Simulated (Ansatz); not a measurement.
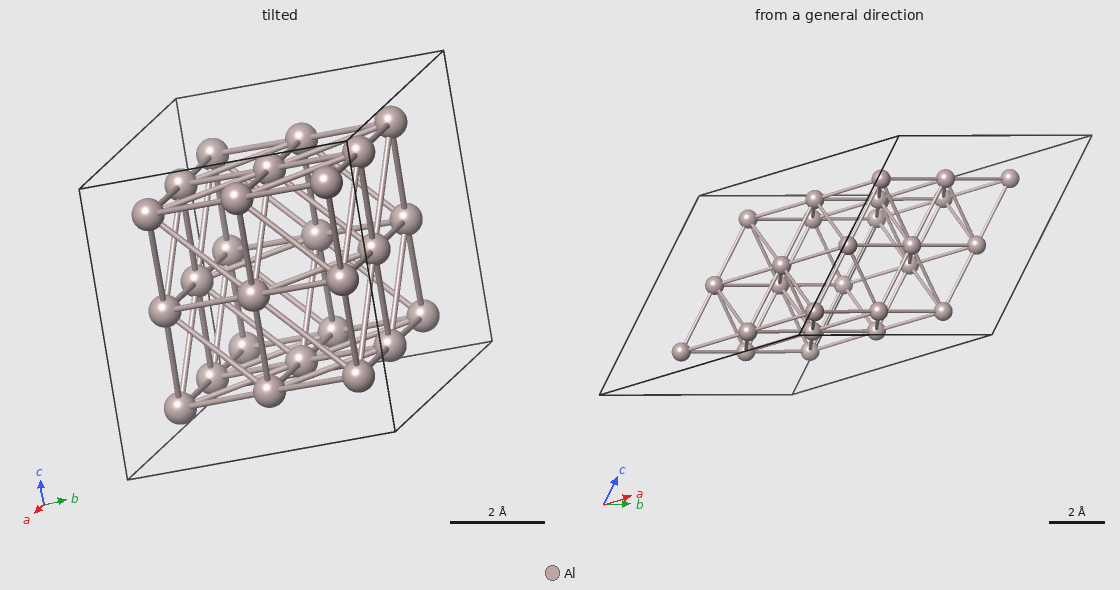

Ball-and-stick drawing of the structure, looking slightly off an axis and from a general direction. The wireframe shows the supercell. The host is Al, in a cell of 27 sites, and the cell is neutral.

Q: How does this supercell depart from the perfect host?

A: An aluminium vacancy. Around the empty site lie twelve Al at about 2.8 Å.

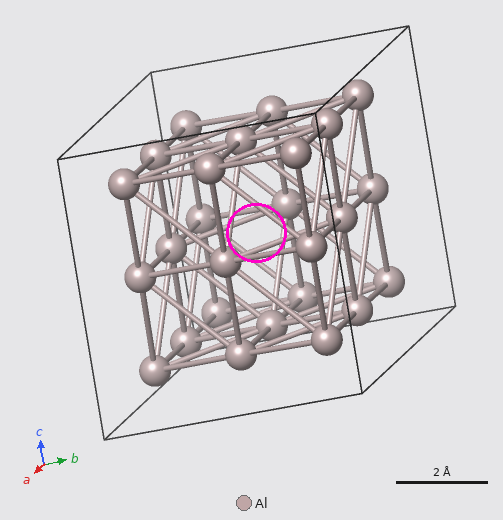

The same cell with a ring at the defect's site.

The atoms were relaxed in the host's cell with DFT PBEsol, scalar-relativistic, plane waves, PAW (Ansatz).
